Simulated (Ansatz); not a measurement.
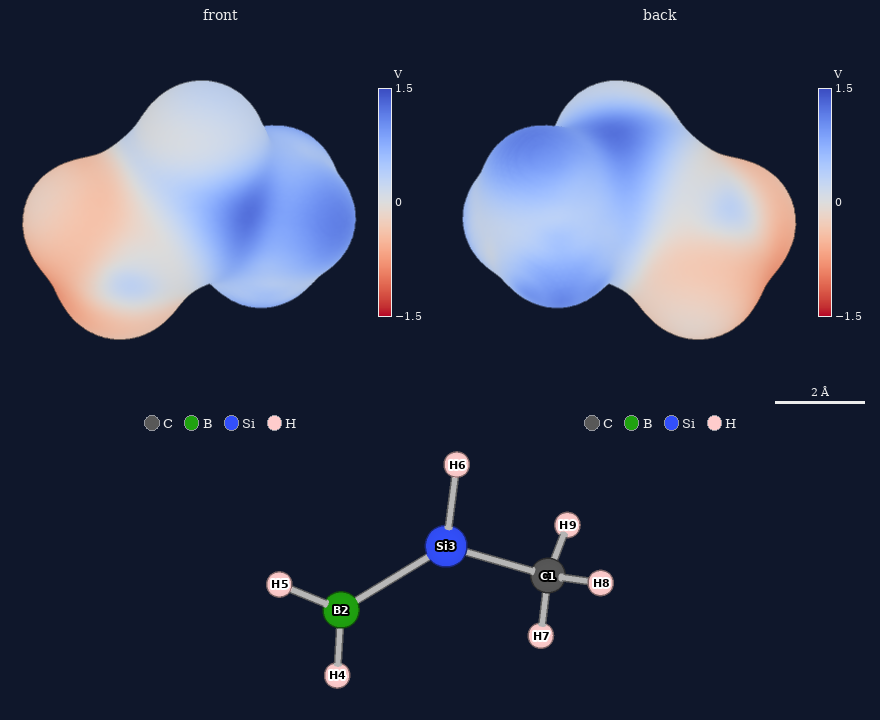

The picture shows: CH6BSi (doublet). The molecular electrostatic potential painted on the density surface at 0.002 e/bohr³, seen from the front and from behind; red is negative and blue positive. The bare structure is drawn below in the same view.

Geometry: r2SCAN-D4/def2-SVP.

Computed with isolated molecule in a Gaussian basis; Kohn-Sham density functional theory, functional PBE0 (Ansatz).

```xyz
9

C    -1.2227   -0.3451   -0.4887
B    -0.4537    1.4261    2.2952
Si   -0.7748    1.2414    0.4058
H    -0.5359    0.4575    3.0143
H    -0.1714    2.5050    2.7591
H    -0.6953    2.3844   -0.5562
H    -1.2783   -1.1915    0.2119
H    -0.4773   -0.5827   -1.2661
H    -2.1964   -0.2482   -0.9977
```

**Describe the electrostatic potential map.**

The most negative region (about −0.7 V) lies over H5, the most positive (about +1.2 V) over Si3.

**What dipole moment does the calculation give?**

Its dipole moment is 2.14 D.
